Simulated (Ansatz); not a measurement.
## Electronic structure of C2H6Si2 (SMILES [SiH3]C1=C[SiH2]1) in real space

The calculation's input:

```
crystal:
  periodic: [false, false, false]
  atoms:
    - { symbol: Si, position_ang: [-0.9792, 0.9326, -0.8553] }
    - { symbol: C, position_ang: [-0.1205, -0.1697, 0.0124] }
    - { symbol: C, position_ang: [-0.0552, -1.3542, 0.53] }
    - { symbol: Si, position_ang: [1.5044, -0.3583, 0.7901] }
    - { symbol: H, position_ang: [-1.3698, 0.4783, -2.2415] }
    - { symbol: H, position_ang: [-2.2946, 1.3413, -0.1787] }
    - { symbol: H, position_ang: [-0.2383, 2.2413, -1.0373] }
    - { symbol: H, position_ang: [-0.5248, -2.2495, 0.6673] }
    - { symbol: H, position_ang: [1.5857, 0.0027, 2.2668] }
    - { symbol: H, position_ang: [2.5754, -0.9157, 0.0491] }
basis:
  gaussian:
    orbitals: "6-31G*"
hamiltonian:
  xc:
    name: B2GP-PLYP
output:
  orbitals: {}
```

Launched as:

```sh
python energy_c2h6si2.py
```

The fields and orbitals are those of the mean-field reference, not of the correlated method.

Level of theory: SCF B2GP-PLYP, Gaussian basis in Ansatz.

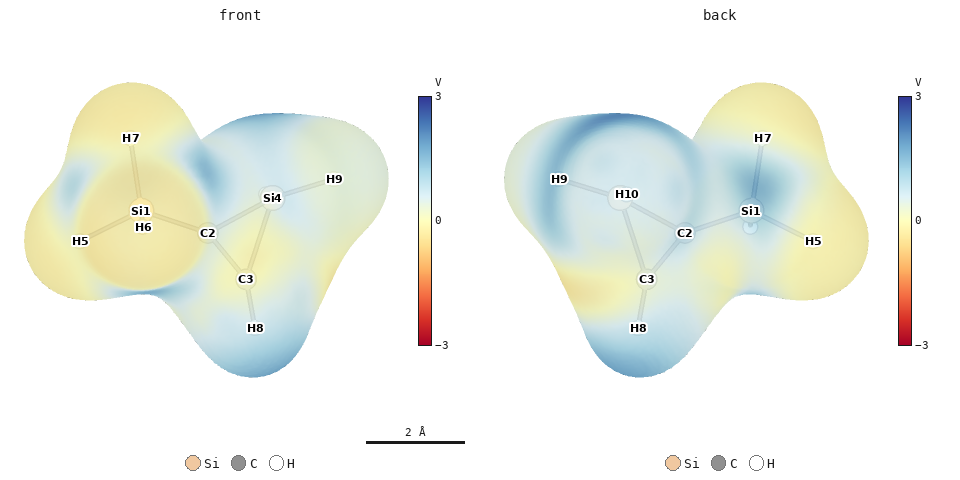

Figure 1. The electrostatic potential painted on the density surface at 0.004 e/bohr³, seen from the front and from behind; red is negative and blue positive.

Which sites attract a positive test charge, and which a negative one?

A positive charge is drawn to the negative regions and a negative charge to the positive ones. The most negative region (about −0.3 V) lies over C3 and H6, the most positive (about +2.1 V) over Si4.

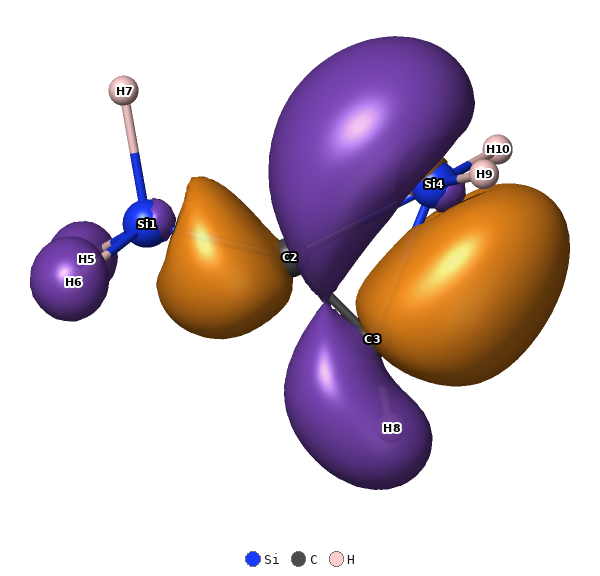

Figure 2. The HOMO at ±0.1 Å⁻³ᐟ² (orange and purple are the two phases), seen across its widest extent.

Describe this orbital and give its energy.

By Hirshfeld shares it lies mainly on Si4 (about 35 %), C3 (about 25 %), C2 (about 20 %) and Si1 (about 10 %). Its energy is −8.06 eV.

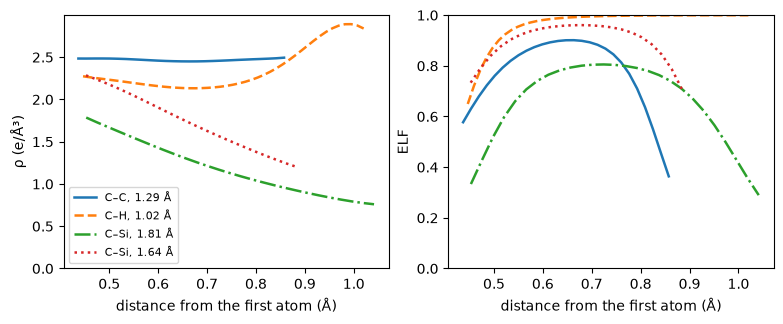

Figure 3. Electron density and electron localisation function along straight lines between neighbouring atoms. The curves leave out the atomic cores.

Compare the contacts.

C–C (1.29 Å): the density is about 2.5 e/Å³ at the midpoint; the ELF peaks at about 0.90 between the atoms (a short, multiple covalent bond).
C–H (1.02 Å): ρ at the midpoint is about 2.2 e/Å³; the ELF climbs to about 1 towards the hydrogen, as it does in any bond to H: a covalent bond by its length.
C–Si (1.81 Å): ρ at the midpoint is about 0.89 e/Å³; the ELF peaks at about 0.80 between the atoms, as expected for a covalent bond.
C–Si (1.64 Å): the density is about 1.3 e/Å³ at the midpoint; the ELF peaks at about 0.95 between the atoms: localised, covalent bonding.
